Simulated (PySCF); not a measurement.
Vertical excitations of a molecule C4H8 from TDA-ωB97X/def2-SVPD (PySCF), as energy in eV (oscillator strength): 9.04 (0.041), 9.04 (0.041), 9.05 (0.000), 9.57 (0.006), 9.59 (0.001), 9.59 (0.001), 9.62 (0.000), 9.66 (0.000), 9.77 (0.000), 9.88 (0.001). Lowest triplet (TDA): 8.82 eV. Geometry optimised at PBE0-D3(BJ)/def2-SVP. The values are those of a single conformer.

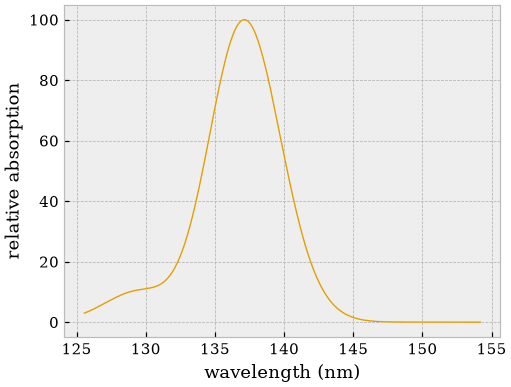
Figure: The lines broadened by 0.4 eV.

Problem. Identify the compound among the candidates.
A) C/C=C\C
B) CC1CC1
C) C=C(C)C
D) C1CCC1

Solution. D, C1CCC1
